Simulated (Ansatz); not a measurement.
**Hypothetical simple cubic Mo: pressure series**

Base system: Mo in the simple cubic structure (space group Pm-3m, No. 221; a = 2.5988 Å; a hypothetical phase, not in the database extracts checked).

Cell and atoms are relaxed at each pressure.

Levels (all Ansatz, a quantum-chemistry and plane-wave program, PAW): PBE (420 eV, no spin-orbit coupling); PBEsol (420 eV, no SOC).

The base cell above is that of PBE; each level relaxes its own structures.

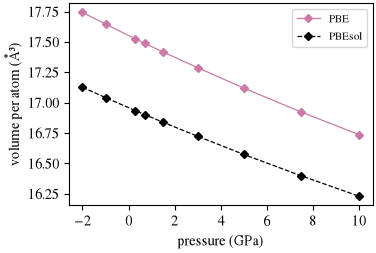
Fig. 1. Volume per atom under two levels

Problem. How do the two levels compare along the series?

Solution. PBE lies above PBEsol in every row, by 0.51 Å³ to 0.62 Å³. They put the cases in the same order.

Load acts through the strain it causes; cell and atoms are relaxed under it. Stability against distortions was not tested. No other phases were tried under pressure. The final runs are not spin-polarised.
